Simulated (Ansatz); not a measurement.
**TaInGe in the AlB2 type: lattice stability ahead of a resistivity run**

The plan: relax TaInGe in the AlB2 type, check its phonons, and, if the lattice is stable, compute its Eliashberg function and ρ(T).

Main program and level: Ansatz 0.2.0; DFT PBE, scalar-relativistic, plane waves, PAW; PAW set soft_1.

The structure was built from a prototype and need not be the compound's stable phase.

## (1) Starting point

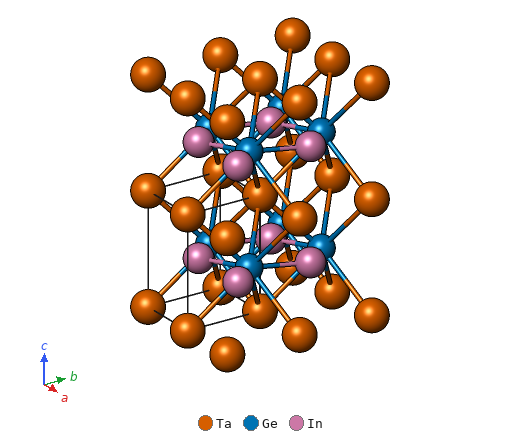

Start, viewed slightly off an axis; tantalum orange, germanium blue, indium pink. 2×2×2 cells are drawn. Bonds to atoms that aren't drawn are left out. Some periodic images of atoms are drawn too.

## (2) Relaxation

Lattice constant and positions set the bands and the force constants, so the cell is relaxed first.

Contents of input.yaml:

```yaml
crystal:
  lattice:
    - [4.18879, 0.0, 0.0]
    - [-2.0944, 3.6276, 0.0]
    - [0.0, 0.0, 4.39823]
  atoms:
    - { symbol: Ta, position: [0.0, 0.0, 0.0] }
    - { symbol: Ge, position: [0.33333333, 0.66666667, 0.5] }
    - { symbol: In, position: [0.66666667, 0.33333333, 0.5] }
kpoints:
  mp_grid: { grid: [9, 9, 8] }
hamiltonian:
  xc: pbe
  pseudopotentials: { kind: paw, azcp: { folder: soft_1 } }
scf:
  occupations: { method: gaussian, width: 0.1 }
output:
  forces: true
  stress: true
  eigenvalues: true
relax:
  adjacent_minimum: "off"
  f_tol: 0.005
  max_steps: 80
  cell: { stress_tol: 0.05 }
```

Run with:

```console
$ ansatz run input.yaml --threads 4 --pin off --max-ram 12288MiB --backend cpu --events-out ev --progress --plain --runs-dir out
```

Numbers of over 12 decimals in the logs are rounded to 6 here.

The program printed:

```text
Engine: ansatz 0.2.0, x86_64-unknown-linux-gnu
Pseudopotentials: kind: paw
Pseudopotential: Ta, paw, valence charge 13, recommended cutoff 420 eV (normal), soft_1/Ta.paw.azcp
Pseudopotential: Ge, paw, valence charge 14, recommended cutoff 420 eV (normal), soft_1/Ge.paw.azcp
Pseudopotential: In, paw, valence charge 13, recommended cutoff 420 eV (normal), soft_1/In.paw.azcp
Functional definition: PBE
  parameter kappa = 0.804
  parameter beta = 0.066725
  exchange = pbe_x(kappa = kappa, mu = beta*pi^2/3)
  correlation = pbe_c(beta = beta)
Crystal: 3 atoms, lattice volume = 66.832 Å³
Basis set: ecut = 420 eV, 1281 PW (Γ), exchange–correlation on 60×60×60 points (8 copies of the dense FFT grid, shifted against one another)
Bands: 24, of which v1, the nominal top of the filled ones, is band 20 counted from 1 (19 counted from 0)
Symmetry: 12 space group operations
Space group: P-6m2 (ITA 187), of the structure as read, at distance tolerance 4.1e-5 Å
k-points: 60 of 648 (time reversal used)
Non-local potential: Ta, projectors of the file, l = 0: 3, l = 1: 2, l = 2: 2, l = 3: 1
Non-local potential: Ge, projectors of the file, l = 0: 2, l = 1: 2, l = 2: 3, l = 3: 1
Non-local potential: In, projectors of the file, l = 0: 2, l = 1: 2, l = 2: 2, l = 3: 1
PAW form: soft (Blöchl's): semilocal exchange-correlation on the pseudo side does not see the compensation charge
PAW one-centre angular grid: Ta, 590 points (default); XC on 64 Gauss nodes
PAW one-centre angular grid: Ge, 590 points (default); XC on 64 Gauss nodes
PAW one-centre angular grid: In, 590 points (default); XC on 64 Gauss nodes
Initial density: superposition of atomic densities (chi_scale 0.1, normalization cell, long waves kept (reshape's long-wave potential 0.00 eV rms))
Initial wavefunctions: pseudopotential atomic-orbital guess
Functional: x = pbe(κ = 0.804, μ = 0.219515), c = pbe(β = 0.066725)
SCF iter   1: F=—  HF=-19822.126334 eV  |F-HF|=—  |Δ(HF+E_count)|=         —  Δρ=2.93e-2  dr2=6.05e-1  ethr=3.10e-3  ⟨swp⟩=5.5  Hψ=6282  notcnv=0
preconditioner: auto → Kerker (q_TF=auto, 2.505 Å⁻¹)  [metal: Δε(μ)=0.010 eV  Ē_g=14.329 eV  σ=0.100 eV  W_gap=0.06  n_scr=20 (ndim 8)  ℏωp=25.7 eV  f_vac=0.000  D(μ)=3.58/eV (n_scr^D=28)]
SCF iter   2: F=—  HF=-19821.988070 eV  |F-HF|=—  |Δ(HF+E_count)|=   1.38e-1  Δρ=1.74e-2  dr2=1.70e-1  ethr=1.51e-3  ⟨swp⟩=2.8  Hψ=2999  notcnv=0
SCF iter   3: F=—  HF=-19821.971709 eV  |F-HF|=—  |Δ(HF+E_count)|=   1.64e-2  Δρ=6.61e-3  dr2=2.86e-2  ethr=4.24e-4  ⟨swp⟩=2.0  Hψ=2638  notcnv=0
SCF iter   4: F=—  HF=-19821.966704 eV  |F-HF|=—  |Δ(HF+E_count)|=   5.00e-3  Δρ=1.72e-3  dr2=1.47e-3  ethr=7.14e-5  ⟨swp⟩=2.0  Hψ=2581  notcnv=0
SCF iter   5: F=—  HF=-19821.966798 eV  |F-HF|=—  |Δ(HF+E_count)|=   9.41e-5  Δρ=5.66e-4  dr2=1.80e-4  ethr=3.68e-6  ⟨swp⟩=2.0  Hψ=2142  notcnv=0
SCF iter   6: F=—  HF=-19821.966819 eV  |F-HF|=—  |Δ(HF+E_count)|=   2.13e-5  Δρ=1.35e-4  dr2=1.48e-5  ethr=4.50e-7  ⟨swp⟩=2.0  Hψ=2397  notcnv=0
SCF iter   7: F=—  HF=-19821.966847 eV  |F-HF|=—  |Δ(HF+E_count)|=   2.72e-5  Δρ=5.60e-5  dr2=2.62e-6  ethr=3.70e-8  ⟨swp⟩=2.0  Hψ=2404  notcnv=0
SCF iter   8: F=—  HF=-19821.966847 eV  |F-HF|=—  |Δ(HF+E_count)|=   3.15e-8  Δρ=1.18e-5  dr2=1.63e-7  ethr=6.55e-9  ⟨swp⟩=2.0  Hψ=1826  notcnv=0
SCF iter   9: F=-19821.966847 eV  HF=-19821.966847 eV  |F-HF|=7.66e-9  |Δ(HF+E_count)|=   6.93e-9  Δρ=3.18e-6  dr2=9.89e-9  ethr=2.50e-10  ⟨swp⟩=4.0  Hψ=4578  notcnv=0
SCF 1 converged in 9 iterations: F = -19821.966847 eV  dr2 = 9.89e-9
  greatest PAW one-centre occupation: 0.999 electrons in one spin orbital (limit 2), on the Ta atom at site 0 (counted from 0), in its partial waves of l = 0
relax step   1: F+E_penalty+E_count = -19821.96684657 eV  Δ(F+E_penalty+E_count) = +0.000e0 eV  max|allowed force component| = 4.240e-17 eV/Å  Δτ_max = 0.0000 Å  P = +0.508 GPa  Ω = 66.832 Å³  (9 SCF iters, dr2 threshold 1.00e-7 eV, accepted)
Crystal: 3 atoms, lattice volume = 66.046 Å³
Basis set: ecut = 420 eV, 1279 PW (Γ), exchange–correlation on 60×60×60 points (8 copies of the dense FFT grid, shifted against one another)
Initial density: handed on by an earlier stage of this run
Initial wavefunctions: those handed on with the density
iter 1 solved again at ethr=1.84e-5 eV; its pass at ethr=3.10e-3 eV (dr2=7.37e-3 eV) is discarded
SCF iter   1: F=—  HF=-19822.434792 eV  |F-HF|=—  |Δ(HF+E_count)|=         —  Δρ=4.06e-3  dr2=7.51e-3  ethr=1.84e-5  ⟨swp⟩=1.9  Hψ=8380  notcnv=0
preconditioner: auto → Kerker (q_TF=auto, 2.510 Å⁻¹)  [metal: Δε(μ)=0.019 eV  Ē_g=15.197 eV  σ=0.100 eV  W_gap=0.11  n_scr=20 (ndim 8)  ℏωp=25.8 eV  f_vac=0.000  D(μ)=3.30/eV (n_scr^D=28)]
SCF iter   2: F=—  HF=-19822.434421 eV  |F-HF|=—  |Δ(HF+E_count)|=   3.71e-4  Δρ=2.48e-3  dr2=3.11e-3  ethr=1.84e-5  ⟨swp⟩=1.0  Hψ=1440  notcnv=0
SCF iter   3: F=—  HF=-19822.434221 eV  |F-HF|=—  |Δ(HF+E_count)|=   2.00e-4  Δρ=4.08e-4  dr2=1.58e-4  ethr=7.78e-6  ⟨swp⟩=2.5  Hψ=2052  notcnv=0
SCF iter   4: F=—  HF=-19822.434188 eV  |F-HF|=—  |Δ(HF+E_count)|=   3.24e-5  Δρ=1.96e-4  dr2=3.27e-5  ethr=3.94e-7  ⟨swp⟩=2.0  Hψ=2403  notcnv=0
SCF iter   5: F=—  HF=-19822.434182 eV  |F-HF|=—  |Δ(HF+E_count)|=   6.50e-6  Δρ=7.54e-5  dr2=5.23e-6  ethr=8.17e-8  ⟨swp⟩=2.0  Hψ=2307  notcnv=0
SCF iter   6: F=—  HF=-19822.434181 eV  |F-HF|=—  |Δ(HF+E_count)|=   9.72e-7  Δρ=1.89e-5  dr2=3.34e-7  ethr=1.31e-8  ⟨swp⟩=2.7  Hψ=2387  notcnv=0
SCF iter   7: F=-19822.434181 eV  HF=-19822.434181 eV  |F-HF|=1.41e-8  |Δ(HF+E_count)|=   9.22e-9  Δρ=4.66e-6  dr2=1.75e-8  ethr=7.50e-10  ⟨swp⟩=4.4  Hψ=4997  notcnv=0
SCF 2 converged in 7 iterations: F = -19822.434181 eV  dr2 = 1.75e-8
relax step   2: F+E_penalty+E_count = -19822.43418065 eV  Δ(F+E_penalty+E_count) = -4.673e-1 eV  max|allowed force component| = 3.855e-17 eV/Å  Δτ_max = 0.0000 Å  P = -0.985 GPa  Ω = 66.046 Å³  energy of the carried Pulay correction = +1.368e-4 eV  (7 SCF iters, dr2 threshold 3.00e-7 eV, accepted)
Crystal: 3 atoms, lattice volume = 64.324 Å³
Basis set: ecut = 420 eV, 1267 PW (Γ), exchange–correlation on 60×60×60 points (8 copies of the dense FFT grid, shifted against one another)
iter 1 solved again at ethr=2.61e-5 eV; its pass at ethr=3.10e-3 eV (dr2=1.04e-2 eV) is discarded
SCF iter   1: F=—  HF=-19822.847291 eV  |F-HF|=—  |Δ(HF+E_count)|=         —  Δρ=3.04e-3  dr2=1.06e-2  ethr=2.61e-5  ⟨swp⟩=1.9  Hψ=8252  notcnv=0
preconditioner: auto → Kerker (q_TF=auto, 2.521 Å⁻¹)  [metal: Δε(μ)=0.004 eV  Ē_g=15.242 eV  σ=0.100 eV  W_gap=0.02  n_scr=20 (ndim 8)  ℏωp=26.2 eV  f_vac=0.000  D(μ)=3.09/eV (n_scr^D=26)]
[...]
relax step   7: F+E_penalty+E_count = -19824.35720408 eV  Δ(F+E_penalty+E_count) = -4.894e-1 eV  max|allowed force component| = 8.635e-17 eV/Å  Δτ_max = 0.0000 Å  P = +1.229 GPa  Ω = 57.433 Å³  energy of the carried Pulay correction = +1.874e-3 eV  (7 SCF iters, dr2 threshold 3.00e-7 eV, accepted)
relax step   8: F+E_penalty+E_count = -19824.80562139 eV  Δ(F+E_penalty+E_count) = -4.484e-1 eV  max|allowed force component| = 8.635e-17 eV/Å  Δτ_max = 0.0000 Å  P = -1.242 GPa  Ω = 58.143 Å³  energy of the carried Pulay correction = +1.698e-3 eV  (7 SCF iters, dr2 threshold 3.00e-7 eV, accepted)
relax step   9: F+E_penalty+E_count = -19824.88621625 eV  Δ(F+E_penalty+E_count) = -8.059e-2 eV  max|allowed force component| = 2.467e-17 eV/Å  Δτ_max = 0.0000 Å  P = +6.027 GPa  Ω = 55.025 Å³  energy of the carried Pulay correction = +2.398e-3 eV  (6 SCF iters, dr2 threshold 3.00e-7 eV, accepted)
relax step  10: F+E_penalty+E_count = -19824.93633817 eV  Δ(F+E_penalty+E_count) = -5.012e-2 eV  max|allowed force component| = 6.168e-17 eV/Å  Δτ_max = 0.0000 Å  P = -1.242 GPa  Ω = 58.251 Å³  energy of the carried Pulay correction = +1.660e-3 eV  (6 SCF iters, dr2 threshold 3.00e-7 eV, accepted)
relax step  11: F+E_penalty+E_count = -19824.93900668 eV  Δ(F+E_penalty+E_count) = -2.669e-3 eV  max|allowed force component| = 3.701e-17 eV/Å  Δτ_max = 0.0000 Å  P = +0.000 GPa  Ω = 57.607 Å³  energy of the carried Pulay correction = +1.805e-3 eV  (6 SCF iters, dr2 threshold 3.00e-7 eV, accepted)
relax step  12: F+E_penalty+E_count = -19824.95537760 eV  Δ(F+E_penalty+E_count) = -1.637e-2 eV  max|allowed force component| = 3.084e-17 eV/Å  Δτ_max = 0.0000 Å  P = +0.479 GPa  Ω = 57.607 Å³  stress off target by 7.28e-1 GPa  SCF on the basis re-selected at this cell (its energy is not comparable with the rows above)  (7 SCF iters)
relax step  13: F+E_penalty+E_count = -19824.95611175 eV  Δ(F+E_penalty+E_count) = -7.341e-4 eV  max|allowed force component| = 7.093e-17 eV/Å  Δτ_max = 0.0000 Å  P = +0.057 GPa  Ω = 57.868 Å³  energy of the carried Pulay correction = -5.970e-5 eV  (6 SCF iters, dr2 threshold 3.00e-7 eV, accepted)
relax step  14: F+E_penalty+E_count = -19824.95611943 eV  Δ(F+E_penalty+E_count) = -7.682e-6 eV  max|allowed force component| = 9.869e-17 eV/Å  Δτ_max = 0.0000 Å  P = +0.002 GPa  Ω = 57.905 Å³  energy of the carried Pulay correction = -6.796e-5 eV  (6 SCF iters, dr2 threshold 2.35e-8 eV, accepted)
iter 1 solved again at ethr=1.46e-9 eV; its pass at ethr=3.10e-3 eV (dr2=5.86e-7 eV) is discarded
SCF iter   1: F=—  HF=-19824.956185 eV  |F-HF|=—  |Δ(HF+E_count)|=         —  Δρ=1.39e-5  dr2=7.11e-9  ethr=1.46e-9  ⟨swp⟩=3.6  Hψ=11006  notcnv=0
preconditioner: auto → none  [metal: Δε(μ)=0.030 eV  Ē_g=15.766 eV  σ=0.100 eV  W_gap=0.17  n_scr=8 (ndim 8)  ℏωp=27.6 eV  f_vac=0.000  D(μ)=2.04/eV (n_scr^D=8)]
SCF iter   2: F=—  HF=-19824.956186 eV  |F-HF|=—  |Δ(HF+E_count)|=   9.15e-7  Δρ=6.93e-6  dr2=1.98e-9  ethr=1.78e-11  ⟨swp⟩=2.0  Hψ=2447  notcnv=0
SCF iter   3: F=—  HF=-19824.956186 eV  |F-HF|=—  |Δ(HF+E_count)|=   6.33e-8  Δρ=1.49e-6  dr2=1.68e-10  ethr=4.96e-12  ⟨swp⟩=2.7  Hψ=2394  notcnv=0
iter 4 did not close the SCF: its close was put off for the readings that it lacked (scf_convergence_deferred on its scf_iter line)
SCF iter   4: F=-19824.956186 eV  HF=-19824.956186 eV  |F-HF|=4.00e-11  |Δ(HF+E_count)|=   2.94e-9  Δρ=2.02e-7  dr2=4.48e-12  ethr=1.00e-12  ⟨swp⟩=2.0  Hψ=2334  notcnv=0
iter 5 did not close the SCF: its close was put off for the readings that it lacked (scf_convergence_deferred on its scf_iter line)
SCF iter   5: F=-19824.956186 eV  HF=-19824.956186 eV  |F-HF|=1.09e-11  |Δ(HF+E_count)|=  3.27e-11  Δρ=3.86e-8  dr2=3.13e-13  ethr=1.00e-12  ⟨swp⟩=1.0  Hψ=1440  notcnv=0
iter 6 did not close the SCF: its close was put off for the readings that it lacked (scf_convergence_deferred on its scf_iter line)
SCF iter   6: F=-19824.956186 eV  HF=-19824.956186 eV  |F-HF|=7.28e-12  |Δ(HF+E_count)|=  1.09e-11  Δρ=9.10e-9  dr2=5.44e-14  ethr=1.00e-12  ⟨swp⟩=1.0  Hψ=1440  notcnv=0
iter 7 did not close the SCF: its close was put off for the readings that it lacked (scf_convergence_deferred on its scf_iter line)
SCF iter   7: F=-19824.956186 eV  HF=-19824.956186 eV  |F-HF|=7.28e-12  |Δ(HF+E_count)|=  3.64e-12  Δρ=2.29e-9  dr2=1.40e-15  ethr=1.00e-12  ⟨swp⟩=1.0  Hψ=1440  notcnv=0
SCF iter   8: F=-19824.956186 eV  HF=-19824.956186 eV  |F-HF|=0.00e0  |Δ(HF+E_count)|=  3.64e-12  Δρ=7.63e-10  dr2=9.55e-17  ethr=1.00e-12  ⟨swp⟩=2.0  Hψ=4266  notcnv=0
SCF 15 converged in 8 iterations: F = -19824.956186 eV  dr2 = 9.55e-17
relax step  15: F+E_penalty+E_count = -19824.95618568 eV  Δ(F+E_penalty+E_count) = -6.626e-5 eV  max|allowed force component| = 8.018e-17 eV/Å  Δτ_max = 0.0000 Å  P = +0.003 GPa  Ω = 57.905 Å³  stress off target by 4.37e-3 GPa  SCF on the basis re-selected at this cell (its energy is not comparable with the rows above)  (8 SCF iters)
basis re-selected at this cell: Δ(F+E_penalty+E_count) = -6.626e-5 eV, ΔP = +0.000 GPa vs the last step (what re-selecting the basis moved, of the pressure what is left beyond the Pulay correction that the steps carried, after the strain that the cell walked since its last selection, with what the two solves' SCF thresholds leave and, on support functions, any second-order correction that the steps lacked; it is no m [...]
SCF converged after 8 iterations
Free energy (F): -19824.956186 eV
Harris-Foulkes:  -19824.956186 eV  (|F-HF|=0.00e0)
Internal energy: -19824.945990 eV  (E = F + TS)
E sigma→0 (E₀):  -19824.951088 eV
Entropy (-TS):   -0.010196 eV (-3.399 meV/atom)
Fermi energy:    14.550704 eV
--- Per-component energies (eV) ---
  E_band       = -202.265736
  E_kinetic    = 704.658571
  E_local      = -3360.242513  (includes V_loc(G=0)·N_el)
  E_nonlocal   = 531.509980
  E_hartree    = 1489.434951
  E_xc         = -536.028179
  E_vxc        = -388.486471  (∫ρ·V_xc dr)
  E_paw        = -14525.436995  (= ΣΔE_a)
  E_vpaw       = -668.575469  (= ΣTr[D̂ρ^β])
  E_aug_tail   = 0.000266  (compensation charges beyond the density's cutoff)
  E_ewald      = -4128.842070
  E_smearing   = -0.010196  (= −TS)
  E_closure    = -0.000000  (closes the sum)
  Σ components = -19824.956186   (vs F -19824.956186, Δ=0.00e0)
--- Forces (eV/Å), atoms counted from 1 ---
  atom   1  Ta     0.00000000     0.00000000     0.00000000
  atom   2  Ge     0.00000000     0.00000000     0.00000000
  atom   3  In     0.00000000    -0.00000000     0.00000000
  max |Σ_I F_I| component: 1.85e-17 eV/Å
--- Stress (GPa, compression-positive) ---
        0.004373      -0.000000       0.000000
       -0.000000       0.004373       0.000000
        0.000000       0.000000      -0.000719
  P = ⅓ Tr σ = 0.0027 GPa (0.027 kbar)
--- Band table (eV; the first three rows and the last of 60) ---
  k-point 0: bands = [... 16 lower, 10.4179, 10.4179, 11.7268, 14.5919, 14.5919, 17.8757, 17.8757, 18.1969]
  k-point 1: bands = [... 16 lower, 10.7370, 10.7370, 12.3952, 14.2401, 14.2401, 17.6204, 17.9529, 17.9529]
  k-point 2: bands = [... 16 lower, 11.6485, 11.6485, 13.3982, 13.3982, 13.4047, 15.7766, 17.9001, 17.9001]
  k-point 59: bands = [... 16 lower, 10.6326, 11.8516, 12.6600, 14.1220, 14.2552, 16.0091, 16.2163, 16.2500]
--- Relaxed structure (13 steps of the walk, 13 accepted, 2 SCFs on fresh bases) ---
  F+E_penalty+E_count = -19824.95618568 eV   max|allowed force component| = 8.018e-17 eV/Å   (the final SCF, on the basis selected at the relaxed cell)
  cell:  # Å, volume = 57.9048 Å³
    - [4.895381, 3.3737054320298734e-6, 0.0]
    - [-2.447693, 4.239522, 0.0]
    - [0.0, 0.0, 2.790043]
  atoms:
    - { symbol: Ta, position: [0, 0, 0.0] }
    - { symbol: Ge, position: [0.333333, 0.666667, 0.5] }
    - { symbol: In, position: [0.666667, 0.333333, 0.5] }
```

Elapsed: 29 s, on 4 threads of AMD EPYC 7R13 (Zen 3), shared host; peak memory 0.61 GiB; 1.8 min of CPU time.

Step by step:

```
step  energy less that of the first step (eV)  largest force component (eV/Å)  pressure (GPa)  volume (Å³)
   1                                   0.0000                          0.0000            0.51        66.83
   2                                  -0.4673                          0.0000           -0.99        66.05
   3                                  -0.8784                          0.0000           -1.08        64.32
   4                                  -1.2907                          0.0000           -2.59        63.72
   5                                  -1.5781                          0.0000           -0.37        60.84
   6                                  -1.9009                          0.0000            0.37        59.21
   7                                  -2.3904                          0.0000            1.23        57.43
   8                                  -2.8388                          0.0000           -1.24        58.14
   9                                  -2.9194                          0.0000            6.03        55.03
  10                                  -2.9695                          0.0000           -1.24        58.25
  11                                  -2.9722                          0.0000            0.00        57.61
 12*                                  -2.9885                          0.0000            0.48        57.61
  13                                  -2.9893                          0.0000            0.06        57.87
  14                                  -2.9893                          0.0000            0.00        57.90
 15*                                  -2.9893                          0.0000            0.00        57.90
```

Relaxation steps marked * repeat the geometry before them on a plane-wave basis chosen anew for their cell, so energy and pressure can jump there.

The run keeps the 12 symmetry operations that it works with, so distortions that break them were not tested.

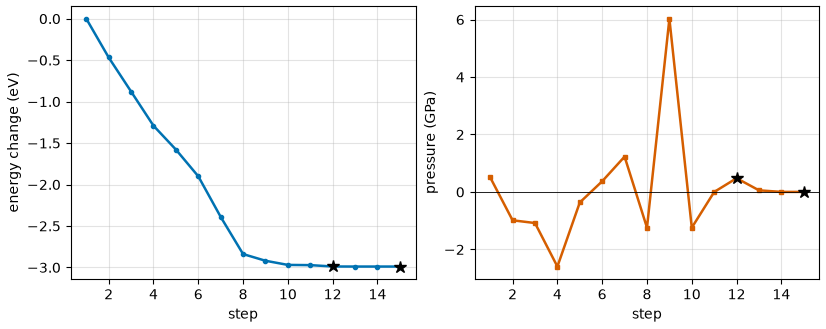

Energy and pressure along the relaxation. Stars mark steps on a basis chosen anew.

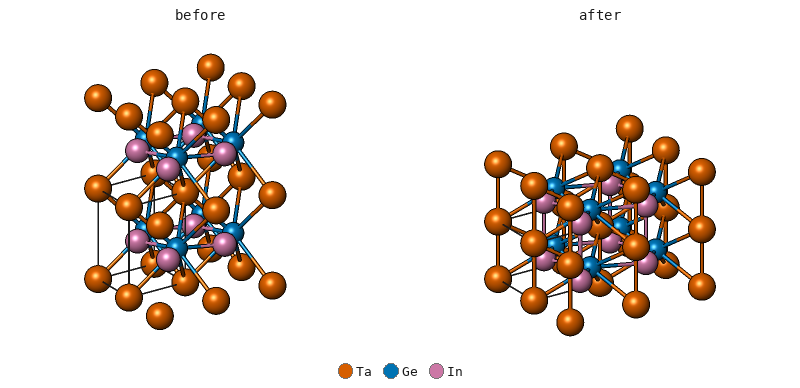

Before and after, at one scale. Bonds to atoms that aren't drawn are left out.

| cell as run | before | after | change |
| --- | --- | --- | --- |
| a (Å) | 4.189 | 4.895 | +16.9 % |
| b (Å) | 4.189 | 4.895 | +16.9 % |
| c (Å) | 4.398 | 2.790 | -36.6 % |
| volume (Å³/atom) | 22.28 | 19.30 | -13.4 % |

The relaxed structure:

```cif
data_structure
_symmetry_space_group_name_H-M 'P 1'
_symmetry_Int_Tables_number 1
_cell_length_a 4.8954
_cell_length_b 4.8954
_cell_length_c 2.7900
_cell_angle_alpha 90.000
_cell_angle_beta 90.000
_cell_angle_gamma 120.000
_cell_volume 57.90
loop_
_atom_site_label
_atom_site_type_symbol
_atom_site_fract_x
_atom_site_fract_y
_atom_site_fract_z
_atom_site_occupancy
Ta1 Ta 0.00000 0.00000 0.00000 1
Ge2 Ge 0.33333 0.66667 0.50000 1
In3 In 0.66667 0.33333 0.50000 1
```

This step gave:

```yaml
pressure: 0.002675 GPa
volume_per_atom: 19.30 Å³/atom
metallic_on_mesh: yes
gap_on_the_k_mesh: 0 eV
```

The largest force is now zero by symmetry and the largest stress component 0.0044 GPa.

## (3) Relaxation

The cell moved far, so the relaxation is started again from the new cell to confirm it.

input.yaml, the sections that differ from step 2:

```yaml
crystal:
  lattice:
    - [4.8953805529, 3.3737e-06, 0.0]
    - [-2.4476931982, 4.2395222332, 0.0]
    - [0.0, 0.0, 2.7900429102]
  atoms:
    - { symbol: Ta, position: [0.0, 0.0, 0.0] }
    - { symbol: Ge, position: [0.3333333333, 0.6666666667, 0.5] }
    - { symbol: In, position: [0.6666666667, 0.3333333333, 0.5] }
kpoints:
  mp_grid: { grid: [9, 9, 10] }
# hamiltonian, scf, output, relax: as in step 2
```

The program printed:

```text
[the first part of the log is left out]
  E_vxc        = -388.498276  (∫ρ·V_xc dr)
  E_paw        = -14525.596584  (= ΣΔE_a)
  E_vpaw       = -668.839906  (= ΣTr[D̂ρ^β])
  E_aug_tail   = 0.000264  (compensation charges beyond the density's cutoff)
  E_ewald      = -4127.906684
  E_smearing   = -0.006443  (= −TS)
  E_closure    = -0.000000  (closes the sum)
  Σ components = -19824.986437   (vs F -19824.986437, Δ=0.00e0)
[...]
--- Stress (GPa, compression-positive) ---
        0.000369      -0.000000       0.000000
       -0.000000       0.000369       0.000000
        0.000000       0.000000      -0.000997
  P = ⅓ Tr σ = -0.0001 GPa (-0.001 kbar)
--- Band table (eV; the first three rows and the last of 72) ---
[...]
--- Relaxed structure (5 steps of the walk, 5 accepted, 1 SCFs on fresh bases) ---
[...]
cell:  # Å, volume = 57.9176 Å³
    - [4.910820, 3.3843632278363716e-6, 0.0]
    - [-2.455413, 4.252893, 0.0]
    - [0.0, 0.0, 2.773141]
  atoms:
    - { symbol: Ta, position: [0, 0, 0.0] }
    - { symbol: Ge, position: [0.333333, 0.666667, 0.500000] }
    - { symbol: In, position: [0.666667, 0.333333, 0.500000] }
```

Elapsed: 12 s, on 4 threads; peak memory 0.59 GiB.

Relaxation path:

```csv
step,energy less that of the first step (eV),largest force component (eV/Å),pressure (GPa),volume (Å³)
1,0.0000,0.0000,-0.18,57.90
2,-0.0006,0.0000,0.35,57.84
3,-0.0023,0.0000,-0.09,57.97
4,-0.0023,0.0000,0.06,57.89
5,-0.0023,0.0000,0.00,57.92
6,-0.0023,0.0000,0.00,57.92
```

The log counts 1 steps on a newly chosen plane-wave basis, not all of them marked here; energy and pressure can jump at such steps.

```csv
"conventional cell, symmetrised",before,after,change
a (Å),4.895,4.911,+0.3 %
b (Å),4.895,4.911,+0.3 %
c (Å),2.790,2.773,-0.6 %
volume (Å³/atom),19.30,19.31,+0.0 %
```

The relaxed structure:

```
Ta Ge In
1.0
     4.91082    0.00000    0.00000
    -2.45541    4.25289    0.00000
     0.00000    0.00000    2.77314
Ta Ge In
1 1 1
Cartesian
  0.0000 0.0000 0.0000
  0.0000 2.8353 1.3866
  2.4554 1.4176 1.3866
```

Numbers from this step:

```yaml
pressure: -8.64e-5 GPa
volume_per_atom: 19.31 Å³/atom
```

The largest force is now zero by symmetry and the largest stress component 1.0e-3 GPa.

(Part 1 of 3 ends here.)

[Logs are printed without paths, hosts, clocks, repeated set-up lines and the standing remarks that a program may print on its own settings, such as how far it seeks lower states.]

[Hosts, paths, dates, database ids (printed as entryN), source tags and the programs' standing remarks are cut or masked in the printed files.]
